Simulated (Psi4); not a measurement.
**triplet AlGeH4Cl: levels of theory compared**

Wanted: a comparison of 4 runs (U-revPBE/def2-SVP, UM06-L/def2-SVP, UPBE0/def2-SVP, USVWN5/def2-SVP) of triplet AlGeH4Cl. 

Program for the calculation: Psi4 1.11.

## 1. The molecule

AlGeH4Cl: 7 atoms, total charge 0, spin state triplet. As SMILES of the parent species, `[Cl][AlH][GeH3]`. The shape is that of a PBE0-D4/def2-TZVP optimisation. That shape belongs to the parent species and isn't relaxed for this state.

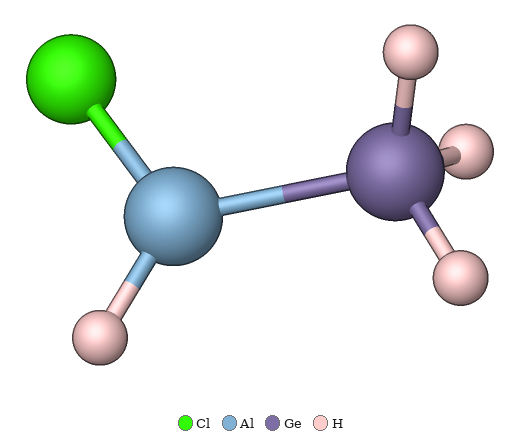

Viewed from a chosen angle; chlorine green, aluminium light blue, germanium purple, hydrogen pink.

## 2. Energy and forces at U-revPBE/def2-SVP (run 1)

Input file alclgeh4.py:

```python
import psi4

psi4.set_memory(1600000000)
psi4.set_num_threads(1)
psi4.core.set_output_file('alclgeh4.out', False)

geom = psi4.geometry("""
0 3
Cl    -4.72299250    -2.88598974    -0.23980625
Al    -0.80388949    -2.48442294     0.27306543
Ge     0.94694176     1.81375913    -0.17631145
H      0.71715106    -4.97375916     0.90706854
H      0.42651119     2.87710802    -2.83440021
H     -0.27212056     3.64036841     1.73250091
H      3.82423876     1.88462386     0.25152255
units bohr
symmetry c1
""")

psi4.set_options({
    'basis': 'def2-SVP',
    'reference': 'uks',
    'puream': True,
    'e_convergence': 1e-09,
    'd_convergence': 1e-08,
    'scf_type': 'pk',
    'dft_radial_points': 99,
    'dft_spherical_points': 590,
    'maxiter': 100,
})

result, w = psi4.gradient('REVPBE', return_wfn=True)
print('gradient / Eh bohr^-1')
print(result.np.round(6))
print(f'energy = {w.energy():.10f} Eh')
```

Launch:

```console
$ python alclgeh4.py
```

alclgeh4.out:

```text
[...]
  Running in c1 symmetry.
[...]
  Nuclear repulsion =  276.638620393276597
[...]
  Multiplicity = 3
[...]
  Nalpha       = 34
  Nbeta        = 32
[...]
    Number of basis functions: 88
[...]
   @UKS iter   1: -2779.24361571023428   -1.14681e+00   2.91919e-02 ADIIS/DIIS
[...]
   @UKS iter  17: -2781.17178350986205    9.09495e-13   2.34922e-09 DIIS
[...]
   @S^2 Observed:                2.002474018E+00
[...]
  @UKS Final Energy: -2781.17178350986205
   => Energetics <=
    Nuclear Repulsion Energy =            276.6386203932765966
    One-Electron Energy =               -4419.3431192687166913
    Two-Electron Energy =                1488.5946049300134746
    DFT Exchange-Correlation Energy =    -127.0618895644351483
    Empirical Dispersion Energy =           0.0000000000000000
    VV10 Nonlocal Energy =                  0.0000000000000000
    Total Energy =                      -2781.1717835098620526
[...]
 Multipole Moments:
 ------------------------------------------------------------------------------------
     Multipole            Electronic (a.u.)      Nuclear  (a.u.)        Total (a.u.)
 ------------------------------------------------------------------------------------
 L = 1.  Multiply by 2.5417464519 to convert [e a0] to [Debye]
 Dipole X            :          3.4387274           -2.8520298            0.5866977
 Dipole Y            :          6.2223319           -5.5384973            0.6838345
 Dipole Z            :         -0.5160731            0.4896396           -0.0264335
 Magnitude           :                                                    0.9014114
[...]
  -Total Gradient:
     Atom            X                  Y                   Z
    ------   -----------------  -----------------  -----------------
       1        0.018789653112    -0.001911621873     0.003098087725
       2       -0.005787920790     0.010118994243    -0.002581244473
       3       -0.008875365969    -0.014942678385     0.001156730163
       4       -0.009673877154     0.003286669330    -0.001966753076
       5        0.004036876040    -0.000743336377     0.008681658948
       6        0.006366635794    -0.003197451592    -0.006420800785
       7       -0.004850267945     0.007370734711    -0.001963565897
[...]
```

The script printed:

```text
gradient / Eh bohr^-1
[[ 0.01879  -0.001912  0.003098]
 [-0.005788  0.010119 -0.002581]
 [-0.008875 -0.014943  0.001157]
 [-0.009674  0.003287 -0.001967]
 [ 0.004037 -0.000743  0.008682]
 [ 0.006367 -0.003197 -0.006421]
 [-0.00485   0.007371 -0.001964]]
energy = -2781.1717835099 Eh
```

It took 38 s on 1 thread of Intel Xeon Platinum 8259CL at 2.50GHz (Skylake/Cascade Lake), shared host; peak memory 1 GiB.

## 3. Energy and forces at UM06-L/def2-SVP (run 2)

Input file input.in:

```
memory 1600 MB

molecule {
  0 3
  Cl    -4.72299250    -2.88598974    -0.23980625
  Al    -0.80388949    -2.48442294     0.27306543
  Ge     0.94694176     1.81375913    -0.17631145
  H      0.71715106    -4.97375916     0.90706854
  H      0.42651119     2.87710802    -2.83440021
  H     -0.27212056     3.64036841     1.73250091
  H      3.82423876     1.88462386     0.25152255
  units au
  symmetry c1
  no_reorient
  no_com
}

set {
  basis                def2-SVP
  reference            uks
  puream               true
  e_convergence        1e-09
  d_convergence        1e-08
  scf_type             pk
  dft_radial_points    99
  dft_spherical_points 590
  maxiter              100
}

result, w = gradient("m06-l", return_wfn=True)
oeprop(w, "MULLIKEN_CHARGES", "LOWDIN_CHARGES", "WIBERG_LOWDIN_INDICES", title="M06-L")
print_variables()
```

Launch:

```console
$ psi4 input.in input.out -n 1
```

input.out:

```text
[...]
  Running in c1 symmetry.
[...]
  Nuclear repulsion =  276.638620393276597
[...]
  Multiplicity = 3
[...]
  Nalpha       = 34
  Nbeta        = 32
[...]
    Number of basis functions: 88
[...]
   @UKS iter   1: -2779.54262706644295   -1.32958e+00   2.88404e-02 DIIS/ADIIS
[...]
   @UKS iter  17: -2781.40747757124882   -9.09495e-13   3.83849e-09 DIIS
[...]
   @S^2 Observed:                2.004625831E+00
[...]
  @UKS Final Energy: -2781.40747757124882
   => Energetics <=
    Nuclear Repulsion Energy =            276.6386203932765966
    One-Electron Energy =               -4420.1926528991052692
    Two-Electron Energy =                1489.5543787730459826
    DFT Exchange-Correlation Energy =    -127.4078238384663422
    Empirical Dispersion Energy =           0.0000000000000000
    VV10 Nonlocal Energy =                  0.0000000000000000
    Total Energy =                      -2781.4074775712488190
[...]
 Multipole Moments:
 ------------------------------------------------------------------------------------
     Multipole            Electronic (a.u.)      Nuclear  (a.u.)        Total (a.u.)
 ------------------------------------------------------------------------------------
 L = 1.  Multiply by 2.5417464519 to convert [e a0] to [Debye]
 Dipole X            :         56.5039697          -55.7435191            0.7604506
 Dipole Y            :         20.7203096          -19.8906905            0.8296191
 Dipole Z            :          6.0872271           -6.1121303           -0.0249032
 Magnitude           :                                                    1.1256878
[...]
  -Total Gradient:
     Atom            X                  Y                   Z
    ------   -----------------  -----------------  -----------------
       1        0.010214029743    -0.004212336874     0.002211897557
       2       -0.001317766661     0.016633150181    -0.003000345484
       3       -0.010404908226    -0.019227900548     0.001637384542
       4       -0.007245333131    -0.002952093050    -0.000581136411
       5        0.003813596029     0.001292823711     0.004877390215
       6        0.005145192614    -0.000065375120    -0.003701859034
       7       -0.000537072473     0.008470157619    -0.001491709950
[...]
```

It took 72 s on 1 thread of Intel Xeon Platinum 8259CL at 2.50GHz (Skylake/Cascade Lake), shared host; peak memory 0.93 GiB.

Run 3 isn't shown in full; the table further down has it.

## 4. Energy and gradient at USVWN5/def2-SVP (run 4)

Input file input.dat:

```
memory 1.6 GB

molecule molecule1 {
  0 3
  Cl    -2.499300    -1.527200    -0.126900
  Al    -0.425400    -1.314700     0.144500
  Ge     0.501100     0.959800    -0.093300
  H      0.379500    -2.632000     0.480000
  H      0.225700     1.522500    -1.499900
  H     -0.144000     1.926400     0.916800
  H      2.023700     0.997300     0.133100
  units angstrom
  symmetry c1
}

set basis def2-SVP
set reference uks
set puream true
set e_convergence 1e-09
set d_convergence 1e-08
set scf_type pk
set dft_radial_points 99
set dft_spherical_points 590
set maxiter 100

result, w = gradient('scf', dft_functional={"name": "SVWN5", "x_functionals": {"LDA_X": {}}, "c_functionals": {"LDA_C_VWN": {}}}, return_wfn=True)
oeprop(w, 'LOWDIN_CHARGES', 'MULLIKEN_CHARGES', 'QUADRUPOLE', title='SCF')
```

Launch:

```console
$ psi4 -i input.dat -o output.dat -n 1
```

output.dat:

```text
[...]
  Running in c1 symmetry.
[...]
  Nuclear repulsion =  276.638620203239952
[...]
  Multiplicity = 3
[...]
  Nalpha       = 34
  Nbeta        = 32
[...]
    Number of basis functions: 88
[...]
   @UKS iter   1: -2773.79452592319876   -1.09825e+00   2.93571e-02 DIIS/ADIIS
[...]
   @UKS iter  16: -2775.74461176069826   -7.73070e-12   9.45938e-09 DIIS
[...]
   @S^2 Observed:                2.001248680E+00
[...]
  @UKS Final Energy: -2775.74461176069826
   => Energetics <=
    Nuclear Repulsion Energy =            276.6386202032399524
    One-Electron Energy =               -4419.1424623242146481
    Two-Electron Energy =                1488.3093488548399819
    DFT Exchange-Correlation Energy =    -121.5501184945637903
    Empirical Dispersion Energy =           0.0000000000000000
    VV10 Nonlocal Energy =                  0.0000000000000000
    Total Energy =                      -2775.7446117606982625
[...]
  -Total Gradient:
     Atom            X                  Y                   Z
    ------   -----------------  -----------------  -----------------
       1        0.008247231816    -0.002293527568     0.001603371477
       2        0.000487492556     0.001409927904    -0.000218889789
       3       -0.006369608064    -0.009124144452     0.000574411320
       4       -0.008844131482     0.003658904238    -0.001905424305
       5        0.003359048236     0.000408567779     0.005899168285
       6        0.004966233621    -0.001257421348    -0.004476114766
       7       -0.001846571342     0.007185026328    -0.001474300246
[...]
 Multipole Moments:
 ------------------------------------------------------------------------------------
     Multipole            Electronic (a.u.)      Nuclear  (a.u.)        Total (a.u.)
 ------------------------------------------------------------------------------------
 L = 1.  Multiply by 2.5417464519 to convert [e a0] to [Debye]
 Dipole X            :          3.4131356           -2.8520298            0.5611059
 Dipole Y            :          6.1457189           -5.5384974            0.6072215
 Dipole Z            :         -0.5072014            0.4896396           -0.0175618
 Magnitude           :                                                    0.8269620
 L = 2.  Multiply by 1.3450342976 to convert [e a0^2] to [Debye ang]
 Quadrupole XX       :       -419.0812715          384.7460506          -34.3352209
 Quadrupole XY       :       -299.9638288          299.9595252           -0.0043036
[...]
```

It took 23 s on 1 thread of Intel Xeon Platinum 8259CL at 2.50GHz (Skylake/Cascade Lake), shared host; peak memory 0.53 GiB.

## 5. Overview of the runs

```
run              level   energy (Eh)  dipole moment (D)  HOMO energy (eV)   ⟨S²⟩  wall time
  1  U-revPBE/def2-SVP  -2781.171784               2.29             -3.12  2.002       38 s
  2    UM06-L/def2-SVP  -2781.407478               2.86             -3.19  2.005       72 s
  3     UPBE0/def2-SVP  -2780.933766               2.91             -3.95  2.003       37 s
  4    USVWN5/def2-SVP  -2775.744612               2.10             -3.07  2.001       23 s
```

## 6. Results

| quantity | value |
| --- | --- |
| run 4: total energy | -2775.74461 Eh |
| run 4: dipole moment | 2.10 D |
| run 4: HOMO energy (highest over α and β) | -3.07 eV |
| run 4: ⟨S²⟩ | 2.001 |
| run 4: largest force on an atom | 0.573 eV/Å |

The dipole moment (its size) runs from 2.10 D (USVWN5/def2-SVP) to 2.91 D (UPBE0/def2-SVP). Totals of different functionals can't be ranked against each other. All runs together took 2.9 min, the longest 72 s.
